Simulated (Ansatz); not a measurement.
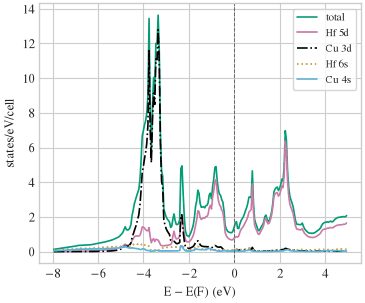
Total and projected density of states of Hf₂Cu (MoSi2 or CaC2 type, I4/mmm), r²SCAN in the plane-wave PAW code Ansatz

Which orbitals carry the states next to the Fermi level?

Within 0.5 eV of the Fermi level: Hf 5d 68 %, Hf 6s 7 %, outside the projected shells 17 %. Projections are on Löwdin-orthogonalised atomic valence shells; empty p or d shells of many metals are not among them.

Where is the tallest occupied peak in this window, and what makes it?

Near -3.4 eV, about 14 states/eV per cell; the largest projected share is Cu 3d.

The workflow started from an entry of the Crystallography Open Database (COD). Its standing as an ambient phase is unchecked. The cell was relaxed with r²SCAN under the symmetry of its start; its stability against distortions is not shown here. The run is not spin-polarised. Scalar-relativistic: spin–orbit coupling is off unless named, which matters more the heavier the elements.

Potentials: the later of the program's two PAW sets.
